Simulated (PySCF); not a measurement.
SMILES CB(C)O[SiH2]O[SiH2]N at its GFN2-xTB optimised geometry (Å):

```
20

Si    -2.4186    -1.4555     2.8927
N     -0.8507    -0.9070     3.3317
O     -2.6844    -1.0075     1.3514
Si    -2.1694    -0.2990     0.0000
O     -0.5582    -0.2990     0.0000
B      0.6744    -0.5576    -0.4064
C      1.9006    -0.1736     0.5417
C      0.9450    -1.2363    -1.8231
H     -2.6178    -2.9094     2.8726
H     -3.3945    -0.7447     3.7149
H     -0.1561    -0.8253     2.6063
H     -0.4316    -1.1829     4.2029
H     -2.7323    -1.1132    -1.0738
H     -2.5306     1.1132     0.0000
H      2.7323     0.2448    -0.0195
H      2.2821    -1.0655     1.0378
H      1.6234     0.5379     1.3159
H      1.1881    -0.4675    -2.5553
H      1.7862    -1.9242    -1.8036
H      0.0734    -1.7680    -2.1960
```

Level of theory: PySCF with B3LYP/def2-SVP. Cells within 0.4 Å of a nucleus heavier than hydrogen are left out (blank, or x).

Map of the electron localisation function on the plane z = 0.0 Å:

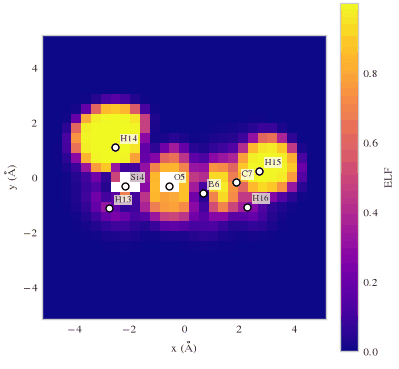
*Electron localisation function on the plane z = 0.0 Å.*
